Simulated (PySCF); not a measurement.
# NMR shielding calculation of Si3PH7O3

Si3PH7O3, computed with GIAO PBE0/pcSseg-1 NMR shielding, non-relativistic, gas phase (PySCF 2.14.0).

The geometry comes from this level: PBE0-D3(BJ)/def2-SVP. Figures and captions count atoms from 1; the log counts them from 0 in places.

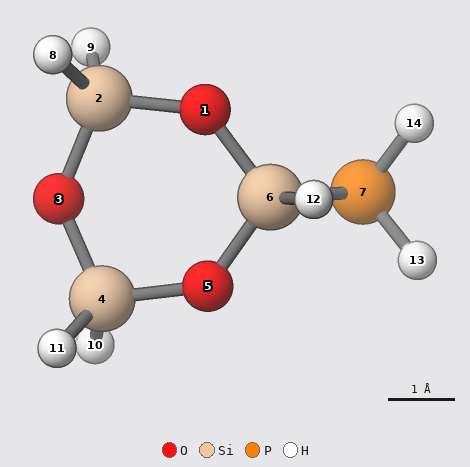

*The structure as given in the input (ball-and-stick view, seen at a tilt; atoms are numbered from 1 in the order of the input).*

Bond lengths as drawn: H–P 1.43 Å, H–Si 1.49 Å, O–Si 1.66 Å and P–Si 2.25 Å.

Results in brief

- outcome: converged
- total energy: −1439.175987 hartree
- HOMO: −7.62 eV
- LUMO: 0.22 eV
- dipole moment: 0.74 D
- isotropic shielding, O: 234.9 to 251.1 ppm
- isotropic shielding, Si: 358.3 to 384.9 ppm
- isotropic shielding, P: 572.7 ppm
- isotropic shielding, H: 25.2 to 29.5 ppm
- hardware: 1 CPU thread, shared host
- wall time: 37 s
- peak memory: 1 GiB

Input file
```
{"job": {"kind": "nmr", "xc": "PBE0", "basis": "pcSseg-1"}, "charge": 0, "multiplicity": 1}
O     -0.038572     1.154463    -0.801387
Si     1.511052     1.438055    -0.264941
O      2.048717     0.038729     0.454069
Si     1.364071    -1.460960     0.664656
O     -0.168877    -1.401241     0.018753
Si    -1.053670    -0.153757    -0.636781
P     -2.669123     0.397258     0.825715
H      2.376191     1.768285    -1.426497
H      1.502040     2.536240     0.735123
H      1.284703    -1.768443     2.115586
H      2.160742    -2.480841    -0.064881
H     -1.535285    -0.561137    -1.982409
H     -3.451766    -0.753924     0.500279
H     -3.336826     1.232793    -0.122813
```

The first line tells a small driver script what to run in PySCF; the rest is the geometry in Å.

Run as:
```bash
OMP_NUM_THREADS=1 python <driver script> task.json out
```

What the program printed
```
coarse grid: 14096 points
cycle   1  E = -1438.8587364402  dE =  8.202e-01  |g| = 1.198e+00  |ddm| = 3.627e+00
cycle   2  E = -1438.4792498368  dE =  3.795e-01  |g| = 1.857e+00  |ddm| = 2.239e+00
cycle   3  E = -1439.1053021349  dE = -6.261e-01  |g| = 8.491e-02  |ddm| = 1.563e+00
cycle   4  E = -1439.1067262283  dE = -1.424e-03  |g| = 3.429e-02  |ddm| = 1.485e-01
cycle   5  E = -1439.1070076059  dE = -2.814e-04  |g| = 9.661e-03  |ddm| = 5.378e-02
cycle   6  E = -1439.1070244090  dE = -1.680e-05  |g| = 3.727e-03  |ddm| = 1.087e-02
cycle   7  E = -1439.1070266766  dE = -2.268e-06  |g| = 8.108e-04  |ddm| = 2.949e-03
final grid: 118936 points
cycle   8  E = -1439.1759696901  dE = -7.302e-06  |g| = 1.040e-02  |ddm| = 1.767e-02
cycle   9  E = -1439.1759467816  dE =  2.291e-05  |g| = 1.550e-02  |ddm| = 1.643e-02
cycle  10  E = -1439.1759870448  dE = -4.026e-05  |g| = 4.885e-04  |ddm| = 1.026e-02
cycle  11  E = -1439.1759870928  dE = -4.795e-08  |g| = 1.236e-04  |ddm| = 7.009e-04
cycle  12  E = -1439.1759870957  dE = -2.942e-09  |g| = 5.161e-05  |ddm| = 1.720e-04
cycle  13  E = -1439.1759870961  dE = -4.325e-10  |g| = 1.543e-05  |ddm| = 4.302e-05
```

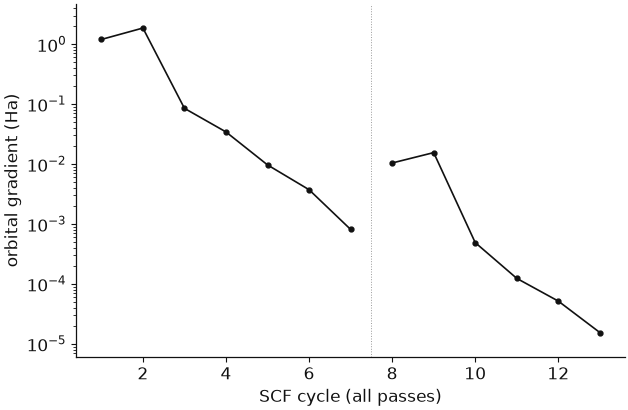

*Convergence of the self-consistent field: orbital gradient against the SCF cycle. The dotted line marks the change from a coarse to the final integration grid.*

The first 7 cycles use a coarse grid, the final grid takes over at cycle 8, and the field converges after 13 cycles in all.

```
converged SCF energy = -1439.1759870961

GIAO shielding tensors (ppm)
atom      isotropic    diamagn.    paramagn.     s11        s22        s33       span
  0 O      234.928     403.325    -168.397    178.341    218.743    307.700    129.359
  1 Si     384.839     879.718    -494.878    355.702    392.579    406.237     50.536
  2 O      251.121     402.360    -151.239    186.259    225.967    341.139    154.880
  3 Si     384.871     879.715    -494.844    355.861    392.541    406.209     50.348
  4 O      234.916     403.317    -168.401    178.310    218.927    307.511    129.201
  5 Si     358.270     880.648    -522.378    322.314    348.479    404.017     81.703
  6 P      572.745     967.871    -395.127    527.955    589.213    601.068     73.113
  7 H       26.071      28.286      -2.216     22.932     23.424     31.856      8.923
  8 H       26.051      28.995      -2.945     22.987     23.707     31.457      8.470
  9 H       26.050      28.986      -2.936     22.986     23.703     31.459      8.473
 10 H       26.069      28.280      -2.211     22.929     23.424     31.854      8.925
 11 H       25.221      29.256      -4.035     21.207     23.379     31.076      9.869
 12 H       29.515      28.828       0.687     24.756     26.848     36.940     12.184
 13 H       29.515      28.846       0.669     24.747     26.875     36.925     12.178
```

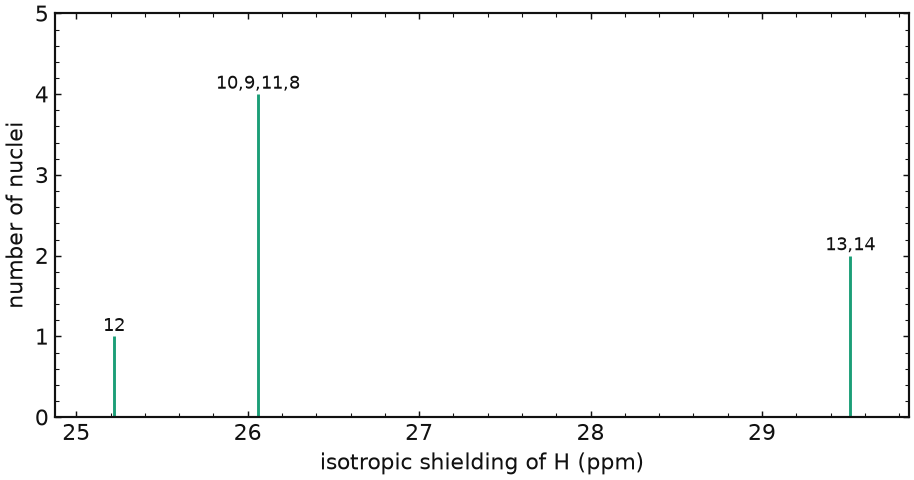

*Isotropic shieldings of the hydrogen nuclei in this fixed geometry, labelled by atom number; shielding grows to the right, so chemical shift grows to the left.*

The least shielded is H12 (25.2 ppm), the most shielded H14 (29.5 ppm).

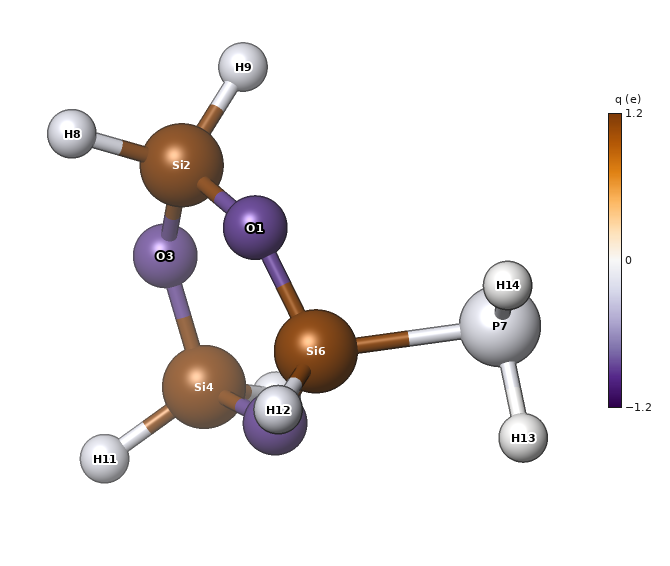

*IAO charges, as the colour of each atom (ball-and-stick view, seen at a tilt; atoms are numbered from 1 in the order of the input).*

By element: O −0.88, Si +1.15 to +1.19, P −0.13 and H −0.15 to 0.00 e.
